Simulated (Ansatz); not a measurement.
**One shape, several levels: quartet GaHBrO**

We compute a comparison of 6 runs (UHF/STO-3G, UHF/3-21G, UHF/def2-SVPD, UB3LYP/6-31G*, USVWN5/def2-SVPD, UCCSD(T)/def2-SVPD) of quartet GaHBrO. 

The calculation is run with Ansatz 0.2.0.

30 further runs of the same task are left out: 30 set aside as unsound or not needed. Runs told in other sessions of the task aren't counted.

## 1. The molecule

The species is GaHBrO (4 atoms), meant as a quartet with charge 0. As SMILES of the parent species, `[OH][Ga][Br]`. The shape is that of a PBE0-D4/def2-TZVP optimisation. That shape belongs to the parent species and isn't relaxed for this state.

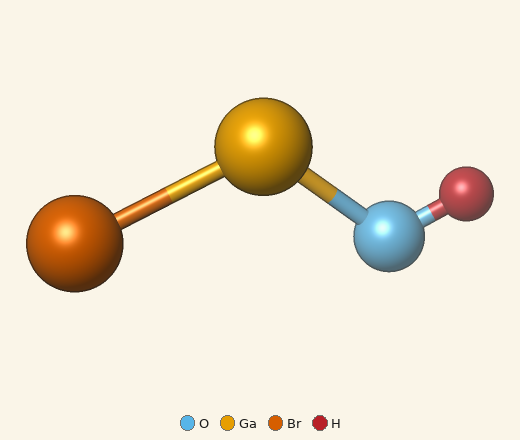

Viewed from a chosen angle; oxygen blue, gallium amber, bromine orange, hydrogen red.

## 2. A single-point energy at UHF/STO-3G (run 1)

File run.yaml:

```yaml
crystal:
  periodic: [false, false, false]
  atoms:
    - {symbol: O, position_ang: [-0.945400, 0.045500, -0.527800]}
    - {symbol: Ga, position_ang: [0.607600, 0.441600, 0.280200]}
    - {symbol: Br, position_ang: [1.823300, -1.358700, 1.075700]}
    - {symbol: H, position_ang: [-1.429900, 0.811300, -0.848400]}
basis:
  gaussian:
    orbitals: STO-3G
total_charge: 0
magnetization:
  spin_polarized: true
  initial_magnetization: 3
hamiltonian:
  xc: hf
accuracy: high
output:
  orbitals: {seedname: orbitals}
```

On the command line:

```console
ansatz run run.yaml --threads 1 --pin off --max-ram 2610MiB --events-out events.jsonl --progress --plain --runs-dir runs
```

Standard output:

```text
Warning: RAYON_NUM_THREADS=1 ignored (pool sized by the plan → 1); use --threads N
Functional definition: HF
  name "HF"
  exchange = exact_x
  correlation = 0
595 factors; integrals over basis functions are off by at most 3.1e-8 eV
mean field evaluation 1: about -122990.7933 eV, gradient 2.8e1 eV
mean field evaluation 2: about -122990.8918 eV, gradient 2.8e1 eV
mean field evaluation 4: about -122997.2548 eV, gradient 3.9e0 eV
mean field evaluation 8: about -122997.5318 eV, gradient 1.5e-1 eV
mean field evaluation 16: about -122997.6824 eV, gradient 7.0e-2 eV
mean field evaluation 32: about -122997.6797 eV, gradient 3.4e-1 eV
mean field evaluation 64: about -122997.6807 eV, gradient 2.8e-2 eV
mean field evaluation 96: about -122997.6613 eV, gradient 4.5e-2 eV
mean field evaluation 128: about -122997.4982 eV, gradient 7.9e-1 eV
mean field evaluation 160: about -122995.6884 eV, gradient 3.8e0 eV
mean field evaluation 192: about -122997.6180 eV, gradient 1.9e-1 eV
mean field evaluation 224: about -122997.6721 eV, gradient 5.2e-2 eV
mean field evaluation 256: about -122997.5248 eV, gradient 2.0e-2 eV
mean field -122997.68161790 eV, -4520.0814286347 hartree, gradient 1.2e-8 eV, S^2 3.764384; 2 other end points of the search recorded, 0 dependent functions left out
reference -122997.68161790 eV, -4520.0814286347 hartree; 39, 36 occupied and 3, 6 virtual orbitals, 595 factors
Total energy: -122997.68161790 eV, -4520.0814286347 hartree
```

It took 5.4 s on 1 thread of Arm Neoverse V1, shared host; peak memory 0.19 GiB.

## 3. A single-point energy at UHF/3-21G (run 2)

File in.yaml:

```yaml
crystal:
  periodic: [false, false, false]
  atoms:
    - {symbol: O, position_ang: [-0.945400, 0.045500, -0.527800]}
    - {symbol: Ga, position_ang: [0.607600, 0.441600, 0.280200]}
    - {symbol: Br, position_ang: [1.823300, -1.358700, 1.075700]}
    - {symbol: H, position_ang: [-1.429900, 0.811300, -0.848400]}
basis:
  gaussian: {orbitals: 3-21G-spherical.json}
magnetization: {spin_polarized: true, initial_magnetization: 3}
hamiltonian: {xc: hf}
accuracy: high
output: {orbitals: {seedname: orbitals}}
```

The basis set 3-21G is read from a file made from the Basis Set Exchange's data (not shown).

On the command line:

```console
ansatz run in.yaml --threads 1 --pin off --max-ram 2610MiB --events-out events.jsonl --progress --plain --runs-dir runs
```

Standard output (excerpt; [...] marks lines left out):

```text
Warning: RAYON_NUM_THREADS=1 ignored (pool sized by the plan → 1); use --threads N
Functional definition: HF
  name "HF"
[...]
843 factors; integrals over basis functions are off by at most 1.1e-8 eV
[...]
mean field -123779.75186378 eV, -4548.8219800647 hartree, gradient 2.4e-8 eV, S^2 3.756732; 8 other end points of the search recorded, 0 dependent functions left out
reference -123779.75186378 eV, -4548.8219800647 hartree; 39, 36 occupied and 16, 19 virtual orbitals, 843 factors
Total energy: -123779.75186378 eV, -4548.8219800647 hartree
```

It took 9.3 s on 1 thread of Arm Neoverse V1, shared host; peak memory 0.2 GiB.

Runs 3 to 5 aren't shown in full; the table further down has their settings and results.

## 4. The energy at UCCSD(T)/def2-SVPD (run 6)

File in.yaml:

```yaml
crystal:
  periodic: [false, false, false]
  atoms:
    - symbol: O
      position_ang: [-0.945400, 0.045500, -0.527800]
    - symbol: Ga
      position_ang: [0.607600, 0.441600, 0.280200]
    - symbol: Br
      position_ang: [1.823300, -1.358700, 1.075700]
    - symbol: H
      position_ang: [-1.429900, 0.811300, -0.848400]
basis:
  gaussian:
    orbitals: def2-SVPD
correlation:
  method: ccsd_t
  frozen_orbitals: {Br: 9, Ga: 9, H: 0, O: 1}
scf:
  omitted_lower_state_checks: [cluster_reference, increment]
magnetization:
  spin_polarized: true
  initial_magnetization: 3
total_charge: 0
accuracy: high
```

On the command line:

```console
ansatz run in.yaml --threads 1 --pin off --max-ram 2610MiB --events-out events.jsonl --progress --plain --runs-dir runs
```

Standard output (excerpt; [...] marks lines left out):

```text
Warning: RAYON_NUM_THREADS=1 ignored (pool sized by the plan → 1); use --threads N
Functional definition: HF
  name "HF"
[...]
1980 factors; integrals over basis functions are off by at most 4.6e-9 eV
[...]
mean field -124366.64914566 eV, -4570.3900573606 hartree, gradient 2.3e-8 eV, S^2 3.761464; 18 other end points of the search recorded, 0 dependent functions left out
19 core orbitals not correlated: weight in the atoms' cores, before any rotation towards them, 1.000 or more for the frozen orbitals, at most 0.000 for the correlated occupied ones
reference -124366.64914566 eV, -4570.3900573606 hartree; 20, 17 occupied and 71, 74 virtual orbitals, 1980 factors
second order -15.49169353 eV of doubles, -0.00000000 eV of singles
cycle   1  -15.20632396 eV  change    2.9e-1 eV  update   9.2e-2
[...]
cycle  37  -15.75901748 eV  change   -2.1e-9 eV  update   2.0e-9
perturbative correction -0.50296036 eV, -0.0184834522 hartree
Total energy: -124382.91112350 eV, -4570.9876740232 hartree
Checks for a lower state left out: cluster_reference, increment
```

It took 7.3 min on 1 thread of Arm Neoverse V1, shared host; peak memory 1.7 GiB.

## 5. All runs side by side

| run | level | frozen core orbitals | energy (Eh) | HOMO energy (eV) | ⟨S²⟩ | wall time |
| --- | --- | --- | --- | --- | --- | --- |
| 1 | UHF/STO-3G | – | -4520.081429 | -5.67 | 3.764 | 5.4 s |
| 2 | UHF/3-21G | – | -4548.821980 | -5.61 | 3.757 | 9.3 s |
| 3 | UHF/def2-SVPD | – | -4570.390057 | -5.97 | 3.761 | 53 s |
| 4 | UB3LYP/6-31G* (spherical functions) | – | -4574.169850 | -2.98 | 3.755 | 23 s |
| 5 | USVWN5/def2-SVPD | – | -4566.988486 | -2.48 | 3.752 | 21 s |
| 6 | UCCSD(T)/def2-SVPD | 19 | -4570.987674 | – | 3.761 | 7.3 min |

## 6. Outcome

| quantity | value |
| --- | --- |
| run 6: total energy | -4570.98767 Eh |
| run 6: correlation energy (19 core orbitals frozen) | -597.6 mEh |
| run 6: (T) correction | -18.48 mEh |
| run 6: ⟨S²⟩ of the reference determinant | 3.761 |
| run 6: T1 diagnostic | 0.041 |

**Reading.** Totals of different functionals can't be ranked against each other. In run 1 the basis is minimal, so the values are rough. All runs together took 9.2 min, the longest 7.3 min.
